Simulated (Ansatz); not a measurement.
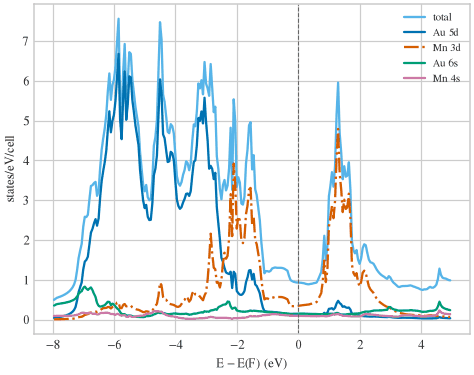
Figure. Total and projected density of states of MnAu$_{2}$ (MoSi2 or CaC2 type, I4/mmm), PBEsol (plane waves, PAW; program Ansatz)

**Question.** Which orbitals carry the states next to the Fermi level?

**Answer.** Within 0.5 eV of the Fermi level: Mn 3d 40 %, Au 6s 15 %, Au 5d 12 %, Mn 4s 9 %, outside the projected shells 24 %. Projections are on Löwdin-orthogonalised atomic valence shells; empty p or d shells of many metals are not among them.

**Question.** Where is the tallest occupied peak in this window, and what makes it?

**Answer.** Near -5.8 eV, about 7.6 states/eV per cell; the largest projected share is Au 5d.

The workflow started from an entry of the Crystallography Open Database (COD). Whether it is the stable phase at ambient conditions was not checked. Symmetry was held in the PBEsol relaxation; whether a distortion lowers the energy is not shown. Magnetic state: ferromagnetic, chosen from 4 collinear starts compared on coarse meshes (ties went to the first, and starts can fall back to one state), not a proven ground state. Scalar-relativistic: spin–orbit coupling is off unless named, which matters more the heavier the elements.

Potentials: the later of the program's two PAW sets.
